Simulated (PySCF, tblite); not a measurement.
**C5H3F4O radical: geometry, infrared bands and EPR parameters**

Wanted: the infrared bands and EPR parameters of C5H3F4O radical (`C=CO/C(F)=[C]\C(F)(F)F`), by calculation.

Computed with tblite 0.8.0 and PySCF 2.14.0, with density-fitted response routines of our own, on a single molecule in the gas phase. Atoms count from 0, in the outputs and in this text.

### Step 1. The starting structure

13 atoms, charge 0, multiplicity 2; geometry from: force field or distance geometry start.

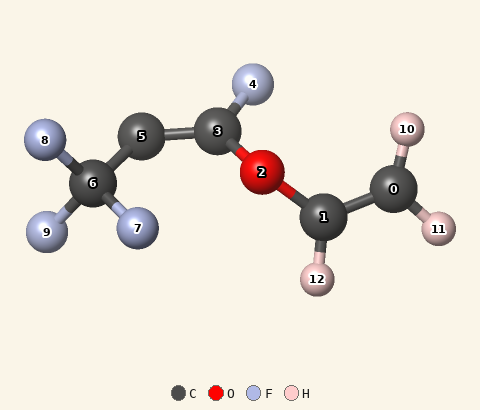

The starting geometry (carbon dark grey, oxygen red, fluorine light blue, hydrogen pink), atoms numbered.

### Step 2. Relaxing the molecule with GFN2-xTB

Job settings and geometry (Å):

```
{"job": {"kind": "relax", "xc": "GFN2-xTB", "basis": "xTB"}, "charge": 0, "multiplicity": 2}
C      2.640500    -0.233100     0.466300
C      1.389300    -0.680000     0.325600
O      0.284300     0.144900     0.371900
C     -0.155100     0.866900    -0.751800
F      0.723800     1.646300    -1.412300
C     -1.400400     0.819700    -1.204600
C     -2.493800     0.044200    -0.632000
F     -2.026400    -0.744300     0.395200
F     -3.502500     0.845400    -0.112200
F     -3.069500    -0.787200    -1.569200
H      2.881600     0.796700     0.607200
H      3.448500    -0.958400     0.430500
H      1.275400    -1.760500     0.206400
```

On the command line:

```sh
OMP_NUM_THREADS=1 python probes_run.py task.json out
```

The driver reads the jobs from task.json and runs them one after another.

**Question.** This job is followed by: GFN2-xTB harmonic vibrations, gas phase; UKS B3LYP, pcH-1 on C F H O, non-relativistic, mean-field spin-orbit, GIAO. What will the session give for the following? strongest single infrared mode (GFN2-xTB); zero-point energy (GFN2-xTB); g(iso) (B3LYP); ⟨S²⟩; largest a(iso) (averaged by class); potential on the surface of density 0.002 e/bohr³, 1st and 99th percentile.

As calculated:

| quantity | value |
| --- | --- |
| strongest single infrared mode (GFN2-xTB) | 1044 cm⁻¹, 331 km/mol |
| zero-point energy (GFN2-xTB) | 43.9 kcal/mol |
| g(iso) (B3LYP) | 2.00240 |
| ⟨S²⟩ | 0.759 (exact 0.75) |
| largest a(iso) (averaged by class) | 13C on C5, 350.4 MHz |
| potential on the surface of density 0.002 e/bohr³, 1st and 99th percentile | -0.57 V and 1.35 V |

What this shows: Relaxing lowered the energy by 0.572 eV in 124 steps; the close pair that moved most is O2–C3, from 1.406 to 1.346 Å. The lowest mode is slightly imaginary (9i cm⁻¹), a soft motion within the noise of the Hessian, so the minimum is not strictly shown. The strongest single mode, at 1044 cm⁻¹, moves mainly C6. GFN2-xTB is a fitted tight-binding method: band positions and strengths are rough. Its intensities can rank the bands wrongly. Most of the unpaired spin sits on C5 (1.01 e). The isotropic g lies 0.1 ppt above the free-electron value. These values are for one conformer; the search (at its own cheap level) found 2 more, at 0.09, 0.86 kcal/mol, and measured spectra average over such forms.
